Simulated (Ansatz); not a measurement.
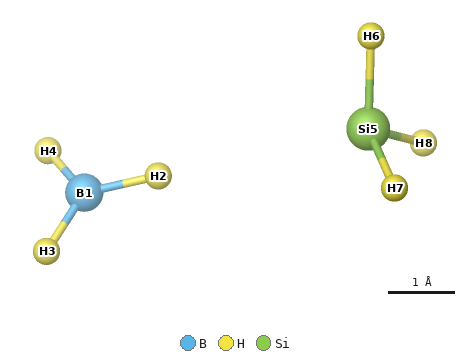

Figure 1. The structure as given in the input (ball-and-stick view, seen at a tilt; atoms are numbered from 1 in the order of the input).

Run report: BSiH6, nudged elastic band

- system: BSiH6, multiplicity 2
- method: UKS B3LYP-D4/def2-SVP (Ansatz 0.2.0)

It belongs to a series of runs on one base structure; here: band between the two ends. Figures and captions count atoms from 1; the log counts them from 0 in places.

Input file:
```yaml
crystal:
  periodic: [false, false, false]
  atoms:
    - { symbol: B, position_ang: [-0.001769, 0.000267, -0.671013] }
    - { symbol: H, position_ang: [-0.00241, 0.00095, 0.53391] }
    - { symbol: H, position_ang: [1.04087, 5.9e-05, -1.274804] }
    - { symbol: H, position_ang: [-1.043743, 0.000132, -1.275953] }
    - { symbol: Si, position_ang: [0.004317, -0.000814, 3.957905] }
    - { symbol: H, position_ang: [-0.767183, -1.196382, 4.409972] }
    - { symbol: H, position_ang: [1.42093, -0.067217, 4.424526] }
    - { symbol: H, position_ang: [-0.651012, 1.263006, 4.407656] }
magnetization:
  spin_polarized: true
  initial_magnetization: 1
basis:
  gaussian: { orbitals: def2-SVP }
hamiltonian:
  xc: b3lyp
  dispersion: d4
neb:
  order_check: false
  images: 7
  f_tol: 0.05
  max_iterations: 60
  final_atoms:
    - { symbol: B, position_ang: [-0.00406277, -0.00134438, 0.6055383] }
    - { symbol: H, position_ang: [0.44454226, 1.04899632, 1.11763097] }
    - { symbol: H, position_ang: [0.81229496, -0.80311003, 0.22532296] }
    - { symbol: H, position_ang: [-1.13507887, 0.05107535, 0.19320391] }
    - { symbol: Si, position_ang: [-0.0182412, -0.039855, 2.73955313] }
    - { symbol: H, position_ang: [-0.61316565, -1.37329547, 3.08851303] }
    - { symbol: H, position_ang: [1.37266487, 0.05921219, 3.25866365] }
    - { symbol: H, position_ang: [-0.85895361, 1.05832203, 3.28377304] }
  initial_path:
    images:
      - { positions_ang: [[-0.001769, 0.000267, -0.671013], [-0.00241, 0.00095, 0.53391], [1.04087, 5.9e-05, -1.274804], [-1.043743, 0.000132, -1.275953], [0.004317, -0.000814, 3.957905], [-0.767183, -1.196382, 4.409972], [1.42093, -0.067217, 4.424526], [-0.651012, 1.263006, 4.407656]] }
      - { positions_ang: [[-0.00132126, 0.00019761, -0.50325978], [-0.00180637, 0.00071198, 0.76043247], [1.03828479, 4.071e-05, -1.10484991], [-1.04042496, 9.55e-05, -1.1057179], [0.00323356, -0.00060843, 3.76842872], [-0.76129294, -1.18680869, 4.22932843], [1.40936683, -0.06663498, 4.24024872], [-0.64603964, 1.2530073, 4.22758826]] }
      - { positions_ang: [[-0.00087353, 0.00012821, -0.33550656], [-0.00120274, 0.00047396, 0.98695494], [1.03569957, 2.243e-05, -0.93489583], [-1.03710693, 5.9e-05, -0.9354828], [0.00215012, -0.00040285, 3.57895244], [-0.75540287, -1.17723539, 4.04868485], [1.39780367, -0.06605296, 4.05597144], [-0.64106729, 1.24300861, 4.04752051]] }
      - { positions_ang: [[-0.00042579, 5.882e-05, -0.16775334], [-0.00059911, 0.00023594, 1.21347741], [1.03311436, 4.14e-06, -0.76494174], [-1.03378889, 2.249e-05, -0.76524769], [0.00106668, -0.00019728, 3.38947616], [-0.74951281, -1.16766208, 3.86804128], [1.3862405, -0.06547094, 3.87169417], [-0.63609493, 1.23300991, 3.86745277]] }
      - { positions_ang: [[2.194e-05, -1.057e-05, -1.2e-07], [4.52e-06, -2.08e-06, 1.43999988], [1.03052914, -1.415e-05, -0.59498766], [-1.03047086, -1.401e-05, -0.59501259], [-1.677e-05, 8.3e-06, 3.19999987], [-0.74362274, -1.15808878, 3.68739771], [1.37467733, -0.06488892, 3.68741689], [-0.63112258, 1.22301121, 3.68738503]] }
      - { positions_ang: [[-0.00099923, -0.00034402, 0.15138448], [0.11113896, 0.26224752, 1.35940765], [0.9759706, -0.20078812, -0.38991], [-1.05662286, 0.01275833, -0.39795847], [-0.00457287, -0.00995753, 3.08488819], [-0.71100847, -1.21189045, 3.53767654], [1.37417422, -0.03386365, 3.58022858], [-0.68808034, 1.18183892, 3.58648203]] }
      - { positions_ang: [[-0.00202041, -0.00067747, 0.30276909], [0.22227339, 0.52449712, 1.27881542], [0.92141205, -0.40156209, -0.18483235], [-1.08277486, 0.02553067, -0.20090434], [-0.00912898, -0.01992335, 2.9697765], [-0.6783942, -1.26569212, 3.38795537], [1.3736711, -0.00283837, 3.47304027], [-0.74503809, 1.14066662, 3.48557904]] }
      - { positions_ang: [[-0.00304159, -0.00101093, 0.45415369], [0.33340783, 0.78674672, 1.1982232], [0.86685351, -0.60233606, 0.02024531], [-1.10892686, 0.03830301, -0.00385022], [-0.01368509, -0.02988918, 2.85466482], [-0.64577993, -1.3194938, 3.2382342], [1.37316799, 0.02818691, 3.36585196], [-0.80199585, 1.09949432, 3.38467604]] }
      - { positions_ang: [[-0.00406277, -0.00134438, 0.6055383], [0.44454226, 1.04899632, 1.11763097], [0.81229496, -0.80311003, 0.22532296], [-1.13507887, 0.05107535, 0.19320391], [-0.0182412, -0.039855, 2.73955313], [-0.61316565, -1.37329547, 3.08851303], [1.37266487, 0.05921219, 3.25866365], [-0.85895361, 1.05832203, 3.28377304]] }
```

Hardware: 1 thread of Arm Neoverse V1, 24 GiB of memory available, shared host.

Command:
```bash
ansatz run input.yaml --threads 1 --pin off --max-ram 2048MiB --backend cpu --events-out ev --progress --plain --runs-dir out
```

The program's output:
```
Engine: ansatz 0.2.0, aarch64-unknown-linux-gnu
Functional definition: B3LYP
  parameter a0 = 0.2
  parameter ax = 0.72
  parameter ac = 0.81
  exchange = (1 - a0 - ax)*slater_x + ax*b88_x + a0*exact_x
  correlation = (1 - ac)*vwn_rpa_c + ac*lyp_c
666 factors; integrals over basis functions are off by at most 5.0e-4 eV
mean field evaluation 1: about -8645.4817 eV, gradient 9.8e0 eV
mean field evaluation 2: about -8646.1326 eV, gradient 5.4e0 eV
mean field evaluation 4: about -8646.3641 eV, gradient 9.6e-2 eV
mean field evaluation 8: about -8646.3700 eV, gradient 1.9e-3 eV
mean field -8646.36995751 eV, -317.7482352185 hartree, gradient 3.1e-5 eV, S^2 0.751539; 0 other end points of the search recorded, 0 dependent functions left out
the calculation of the forces begins
reference -8646.37023753 eV, -317.7482455090 hartree; 13, 12 occupied and 49, 50 virtual orbitals, 666 factors
666 factors; integrals over basis functions are off by at most 4.5e-4 eV
mean field evaluation 16: about -8645.8544 eV, gradient 1.3e1 eV
mean field -8647.12648313 eV, -317.7760370222 hartree, gradient 2.5e-5 eV, S^2 0.752752; 0 other end points of the search recorded, 0 dependent functions left out
[... from here on the field's lines of each further geometry are left out, up to the last ...]
NEB iter   1: max|band force component| = 2.145e0 eV/Å  barrier→ = 0.7376 eV  barrier← = 1.5576 eV  Δτ_max = 0.1908 Å  (305 SCF iters)
NEB iter   2: max|band force component| = 1.222e0 eV/Å  barrier→ = 0.5498 eV  barrier← = 1.3698 eV  Δτ_max = 0.2000 Å  (200 SCF iters)
NEB iter   3: max|band force component| = 1.632e0 eV/Å  barrier→ = 0.4889 eV  barrier← = 1.3089 eV  Δτ_max = 0.0978 Å  (189 SCF iters)
NEB iter   4: max|band force component| = 7.043e-1 eV/Å  barrier→ = 0.2670 eV  barrier← = 1.0870 eV  Δτ_max = 0.1993 Å  (185 SCF iters)
NEB iter   5: max|band force component| = 1.681e0 eV/Å  barrier→ = 0.1959 eV  barrier← = 1.0159 eV  Δτ_max = 0.1001 Å  (188 SCF iters)
NEB iter   6: max|band force component| = 3.901e-1 eV/Å  barrier→ = 0.0708 eV  barrier← = 0.8908 eV  CI = image 4  Δτ_max = 0.2000 Å  (174 SCF iters)
NEB iter   7: max|band force component| = 3.134e-1 eV/Å  barrier→ = 0.0038 eV  barrier← = 0.8238 eV  CI = image 1  Δτ_max = 0.2000 Å  (182 SCF iters)
NEB iter   8: max|band force component| = 2.765e-1 eV/Å  barrier→ = 0.0010 eV  barrier← = 0.8210 eV  CI = image 1  Δτ_max = 0.1784 Å  (180 SCF iters)
NEB iter   9: max|band force component| = 2.625e-1 eV/Å  barrier→ = -0.0007 eV  barrier← = 0.8193 eV  CI = image 1  Δτ_max = 0.0783 Å  (170 SCF iters)
NEB iter  10: max|band force component| = 2.197e-1 eV/Å  barrier→ = -0.0006 eV  barrier← = 0.8194 eV  CI = image 1  Δτ_max = 0.1997 Å  (171 SCF iters)
NEB iter  11: max|band force component| = 3.949e-1 eV/Å  barrier→ = -0.0005 eV  barrier← = 0.8195 eV  CI = image 1  Δτ_max = 0.0637 Å  (166 SCF iters)
NEB iter  12: max|band force component| = 5.633e-1 eV/Å  barrier→ = -0.0010 eV  barrier← = 0.8190 eV  CI = image 1  Δτ_max = 0.0320 Å  (163 SCF iters)
NEB iter  13: max|band force component| = 9.519e-2 eV/Å  barrier→ = -0.0009 eV  barrier← = 0.8191 eV  CI = image 1  Δτ_max = 0.0568 Å  (159 SCF iters)
the calculation of the forces begins
reference -8646.94763988 eV, -317.7694646540 hartree; 13, 12 occupied and 49, 50 virtual orbitals, 666 factors
666 factors; integrals over basis functions are off by at most 4.7e-4 eV
mean field evaluation 832: about -8644.9778 eV, gradient 1.1e1 eV
mean field -8646.37096500 eV, -317.7482722428 hartree, gradient 2.6e-5 eV, S^2 0.751529; 1 other end points of the search recorded, 0 dependent functions left out
the calculation of the forces begins
reference -8646.37124448 eV, -317.7482825137 hartree; 13, 12 occupied and 49, 50 virtual orbitals, 666 factors
NEB iter  14: max|band force component| = 2.663e-2 eV/Å  barrier→ = -0.0009 eV  barrier← = 0.8191 eV  CI = image 1  Δτ_max = 0.0000 Å  (334 SCF iters)
```

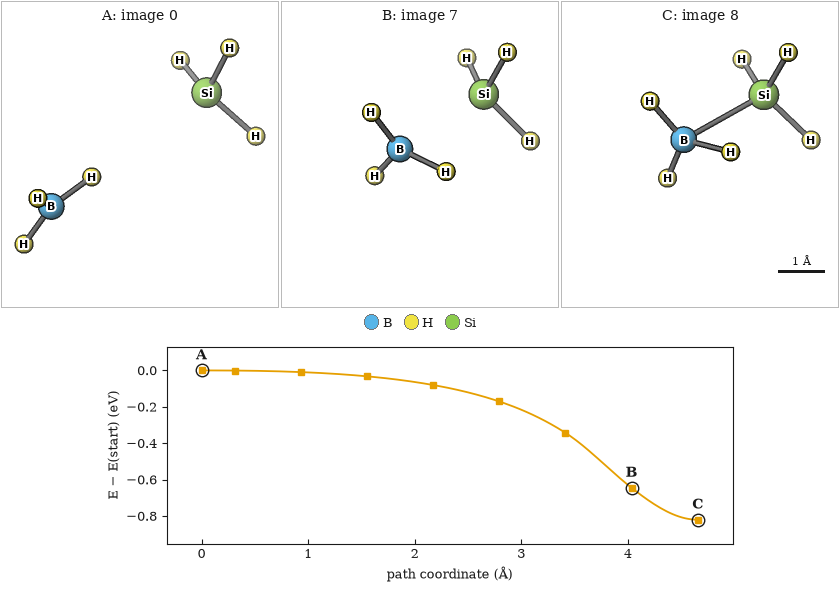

Figure 2. Images of the last band (counted from 0; ball-and-stick, seen at a tilt) above the energy along the path; the line is a cubic interpolation that uses the forces. No image lies above both ends; the end is 0.820 eV below the start. The path is 4.66 Å long. The band converged in 14 iterations.

```
Total energy: -8646.47543767 eV, -317.7521115426 hartree
Atom 0 at    -0.003509     0.038777    -0.670758 Å, force     0.000020    -0.000873     0.002673 eV/Å
Atom 1 at     0.006294     0.220525     0.520363 Å, force     0.000595     0.003590    -0.005283 eV/Å
Atom 2 at     1.034004    -0.086374    -1.269673 Å, force     0.001179    -0.000085     0.001933 eV/Å
Atom 3 at    -1.050946    -0.019704    -1.262522 Å, force    -0.001829    -0.000364     0.001140 eV/Å
Atom 4 at     0.012600    -0.072464     3.956658 Å, force    -0.000009    -0.001848     0.001120 eV/Å
Atom 5 at    -0.755057    -1.226203     4.512480 Å, force    -0.000129    -0.000191     0.001293 eV/Å
Atom 6 at     1.419983    -0.075646     4.454959 Å, force     0.000217    -0.000210    -0.000209 eV/Å
Atom 7 at    -0.663370     1.221089     4.270692 Å, force    -0.000045    -0.000018    -0.002668 eV/Å
Dipole moment:     0.000423     0.000246    -0.019393 e Å
this run last wrote the band of iteration 14 to [file]
```

The last band as extended XYZ (Å, eV, eV/Å):
```
8
Properties=species:S:1:pos:R:3:forces:R:3 image=0 energy=-8646.47427
B    -0.0018    0.0003   -0.6710   -0.0002   0.0014  -0.0239
H    -0.0024    0.0009    0.5339    0.0000  -0.0004  -0.0046
H     1.0409    0.0001   -1.2748   -0.0005  -0.0004   0.0126
H    -1.0437    0.0001   -1.2760    0.0005  -0.0004   0.0125
Si    0.0043   -0.0008    3.9579    0.0009   0.0000  -0.0097
H    -0.7672   -1.1964    4.4100    0.0011   0.0016   0.0043
H     1.4209   -0.0672    4.4245   -0.0026   0.0000   0.0047
H    -0.6510    1.2630    4.4077    0.0008  -0.0017   0.0042
8
Properties=species:S:1:pos:R:3:forces:R:3 image=1 energy=-8646.47516
B    -0.0035    0.0388   -0.6708    0.0000  -0.0009   0.0027
H     0.0063    0.2205    0.5204    0.0006   0.0036  -0.0053
H     1.0340   -0.0864   -1.2697    0.0012  -0.0001   0.0019
H    -1.0509   -0.0197   -1.2625   -0.0018  -0.0004   0.0011
Si    0.0126   -0.0725    3.9567    0.0000  -0.0018   0.0011
H    -0.7551   -1.2262    4.5125   -0.0001  -0.0002   0.0013
H     1.4200   -0.0756    4.4550    0.0002  -0.0002  -0.0002
H    -0.6634    1.2211    4.2707    0.0000   0.0000  -0.0027
8
Properties=species:S:1:pos:R:3:forces:R:3 image=2 energy=-8646.48360
B     0.0085    0.1092   -0.5701    0.0160   0.0005   0.0262
H     0.0630    0.6394    0.5105   -0.0034   0.0128  -0.0162
H     1.0214   -0.2469   -1.1162   -0.0024  -0.0028   0.0037
H    -1.0571   -0.0659   -1.1028   -0.0084  -0.0027   0.0037
Si   -0.0123   -0.1846    3.8627   -0.0007  -0.0072  -0.0031
H    -0.7343   -1.2737    4.5854    0.0005   0.0011   0.0008
H     1.4128   -0.1044    4.3003   -0.0003  -0.0012  -0.0070
H    -0.7019    1.1269    4.0425   -0.0014  -0.0005  -0.0081
8
Properties=species:S:1:pos:R:3:forces:R:3 image=3 energy=-8646.50681
B     0.0215    0.1645   -0.4100    0.0269   0.0167   0.0410
H     0.1297    0.9505    0.4945   -0.0050   0.0435   0.0162
H     1.0078   -0.3525   -0.8689   -0.0179  -0.0276  -0.0027
H    -1.0673   -0.0895   -0.8569   -0.0007  -0.0248   0.0026
Si   -0.0332   -0.2590    3.7085   -0.0023  -0.0097  -0.0092
H    -0.7154   -1.3267    4.4995    0.0033   0.0050  -0.0152
H     1.4008   -0.1334    4.1041   -0.0021  -0.0017  -0.0193
H    -0.7438    1.0462    3.8415   -0.0023  -0.0015  -0.0134
8
Properties=species:S:1:pos:R:3:forces:R:3 image=4 energy=-8646.55450
B     0.0369    0.2069   -0.2091   -0.0052  -0.0159   0.0230
H     0.1814    1.1517    0.5215    0.0104   0.0482   0.0153
H     0.9976   -0.4093   -0.5951   -0.0034  -0.0179   0.0442
H    -1.0659   -0.0982   -0.5870    0.0011  -0.0157   0.0440
Si   -0.0528   -0.2947    3.5151   -0.0002   0.0036  -0.0256
H    -0.7130   -1.3859    4.2919    0.0006  -0.0057  -0.0416
H     1.3872   -0.1706    3.8856    0.0008  -0.0005  -0.0369
H    -0.7712    1.0000    3.6893   -0.0041   0.0040  -0.0224
8
Properties=species:S:1:pos:R:3:forces:R:3 image=5 energy=-8646.64499
B     0.0404    0.2051    0.0086   -0.0124  -0.0183   0.0497
H     0.2224    1.2453    0.5893    0.0068   0.0306   0.0142
H     0.9795   -0.4706   -0.3289    0.0115  -0.0247   0.0926
H    -1.0733   -0.1142   -0.3259   -0.0055  -0.0066   0.0962
Si   -0.0574   -0.2698    3.3101   -0.0010  -0.0088  -0.0710
H    -0.7202   -1.4195    3.9970    0.0097   0.0086  -0.0916
H     1.3840   -0.1826    3.6822   -0.0036   0.0067  -0.0593
H    -0.7756    1.0064    3.5798   -0.0054   0.0124  -0.0308
8
Properties=species:S:1:pos:R:3:forces:R:3 image=6 energy=-8646.81710
B     0.0389    0.1702    0.2427    0.0023  -0.0512   0.1365
H     0.2687    1.2640    0.7033    0.0118   0.0292   0.0694
H     0.9554   -0.5430   -0.0874   -0.0123  -0.0319   0.1509
H    -1.0864   -0.1162   -0.0882   -0.0102  -0.0178   0.1503
Si   -0.0554   -0.2159    3.0913   -0.0017   0.0189  -0.1414
H    -0.7310   -1.4112    3.6839    0.0063   0.0031  -0.1853
H     1.3793   -0.1794    3.4920    0.0088   0.0255  -0.1139
H    -0.7695    1.0314    3.4746   -0.0050   0.0242  -0.0665
8
Properties=species:S:1:pos:R:3:forces:R:3 image=7 energy=-8647.11939
B     0.0264    0.0861    0.4782   -0.0166  -0.0660   0.1986
H     0.3056    1.1993    0.9119    0.0126  -0.0467   0.1749
H     0.9288   -0.6174    0.0916   -0.0139  -0.0394   0.1463
H    -1.1016   -0.1166    0.0946   -0.0115  -0.0115   0.1547
Si   -0.0423   -0.1250    2.8690    0.0071   0.0505  -0.1912
H    -0.7322   -1.3646    3.3611    0.0221   0.0336  -0.2681
H     1.3770   -0.1341    3.3252    0.0054   0.0530  -0.1386
H    -0.7618    1.0722    3.3806   -0.0053   0.0265  -0.0767
8
Properties=species:S:1:pos:R:3:forces:R:3 image=8 energy=-8647.29427
B    -0.0041   -0.0013    0.6055    0.0060   0.0087  -0.0157
H     0.4445    1.0490    1.1176   -0.0018  -0.0102  -0.0021
H     0.8123   -0.8031    0.2253   -0.0269   0.0133   0.0042
H    -1.1351    0.0511    0.1932    0.0186  -0.0105   0.0059
Si   -0.0182   -0.0399    2.7396    0.0244  -0.0316   0.0165
H    -0.6132   -1.3733    3.0885    0.0122   0.0267  -0.0066
H     1.3727    0.0592    3.2587   -0.0227  -0.0036  -0.0018
H    -0.8590    1.0583    3.2838   -0.0097   0.0071  -0.0005
```

Summary:

```csv
quantity,value
outcome,converged
"barrier, forward",−0.001 eV
"barrier, backward",0.819 eV
wall time,3.8 min
peak memory,0.14 GiB
```

Remarks:

The order of the saddle point was not checked.
